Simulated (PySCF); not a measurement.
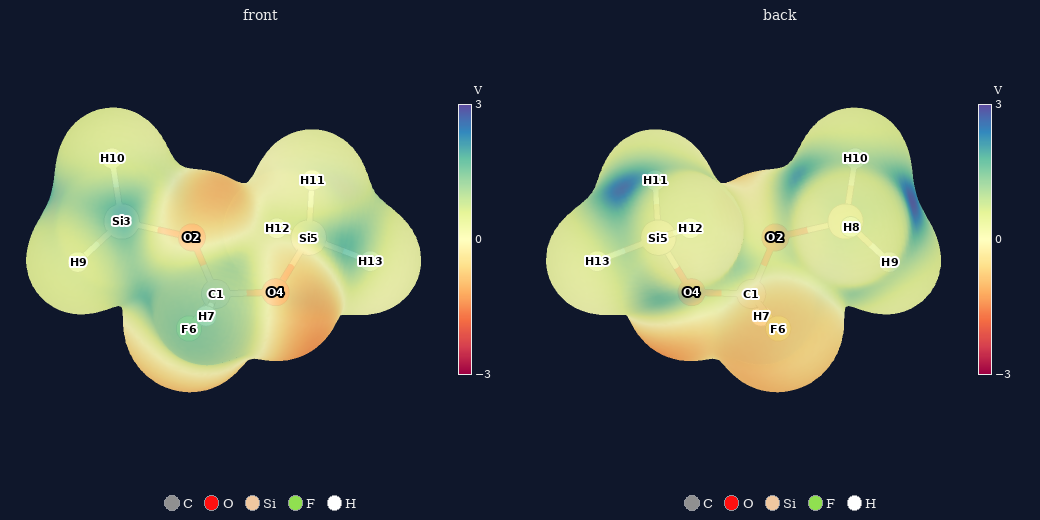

CH₇FO₂Si₂ (SMILES FC(O[SiH3])O[SiH3]). The electrostatic potential painted on the density surface at 0.004 e/bohr³, seen from the front and from behind; the colour scale runs from red (negative) to blue (positive).

Geometry: PBE0-D3(BJ)/def2-SVP.

Computed with PySCF 2.14.0, PBE0/pcSseg-1, SCF density, gas phase, non-relativistic.

Input file:

```
{"job": {"kind": "nmr", "xc": "PBE0", "basis": "pcSseg-1"}, "charge": 0, "multiplicity": 1}
C      0.238143    -0.827662     0.810451
O     -0.569490     0.238316     0.500500
Si    -2.133666     0.110143    -0.130172
O      1.536507    -0.501276     0.643490
Si     2.036970     0.685717    -0.458984
F     -0.093770    -1.872567    -0.025674
H      0.069637    -1.186653     1.841337
H     -2.109181    -0.282620    -1.565505
H     -2.919694    -0.878096     0.662672
H     -2.701197     1.475200     0.021342
H      1.756015     2.054127     0.055632
H      1.393464     0.494282    -1.789961
H      3.504960     0.473911    -0.558130
```

Command:

```sh
OMP_NUM_THREADS=1 python cluster_run.py task.json out
```

Where is the surface potential most negative and most positive?

The most negative region (about −1.3 V) lies over O4, the most positive (about +2.6 V) over Si3 and Si5. O4 is the likeliest acceptor of a hydrogen bond.

What dipole moment does the calculation give?

Its dipole moment is 1.39 D.
